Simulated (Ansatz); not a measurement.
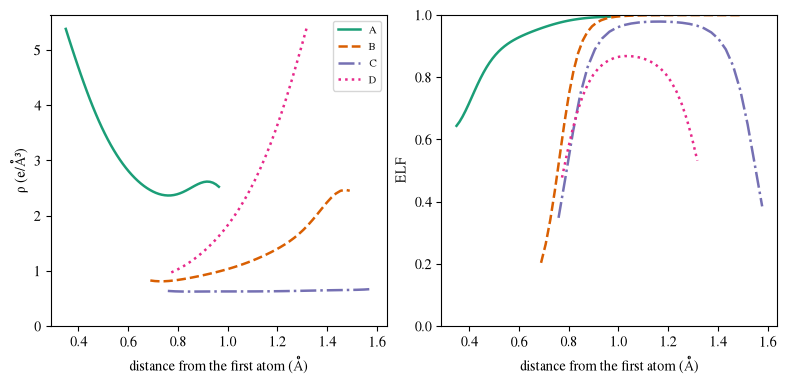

H5OSi2 (doublet). Total electron density and ELF along straight lines between neighbouring atoms. The curves leave out the atomic cores.

Geometry: r2SCAN-D4/def2-SVP.

Method: Ansatz, isolated molecule in a Gaussian basis; Kohn-Sham density functional theory, functional PBE0.

The calculation's input:

```
crystal:
  periodic: [false, false, false]
  atoms:
    - {symbol: O, position_ang: [-0.516164, 1.553899, -0.991184]}
    - {symbol: Si, position_ang: [0.703273, 0.665760, -0.269334]}
    - {symbol: Si, position_ang: [-0.156239, -1.217200, 0.815814]}
    - {symbol: H, position_ang: [-0.761329, -2.286151, -0.036398]}
    - {symbol: H, position_ang: [1.631765, 0.316896, -1.381654]}
    - {symbol: H, position_ang: [1.460919, 1.444007, 0.764159]}
    - {symbol: H, position_ang: [-1.264135, 1.781757, -0.426299]}
    - {symbol: H, position_ang: [0.693020, -1.812788, 1.892707]}
basis:
  gaussian: {orbitals: def2-TZVPD}
hamiltonian: {xc: {name: PBE0}}
magnetization: {spin_polarized: true, initial_magnetization: 1}
output: {forces: true, orbitals: {seedname: orbitals}}
```

Command:

```sh
ansatz run input.yaml --threads 1 --pin off --max-ram 2610MiB --events-out events.jsonl --progress --plain --runs-dir runs
```

Which curve belongs to which contact (O–H, Si–H, Si–O and Si–Si)? The first atom named is at distance zero.

Curve A: O–H (0.96 Å): ρ is about 3.7 e/Å³ halfway; the ELF climbs to about 1 towards the hydrogen, as it does in any bond to H; an ordinary covalent bond to hydrogen. Curve B: Si–H (1.49 Å): the density is about 0.81 e/Å³ at the midpoint; the ELF climbs to about 1 towards the hydrogen. Curve C: Si–Si (2.34 Å): the density is about 0.63 e/Å³ at the midpoint; the ELF peaks at about 1 between the atoms, as expected for localised, covalent bonding. Curve D: Si–O (1.67 Å): the density is about 1.1 e/Å³ at the midpoint; the ELF peaks at about 0.85 between the atoms (a shared but strongly polarised pair).
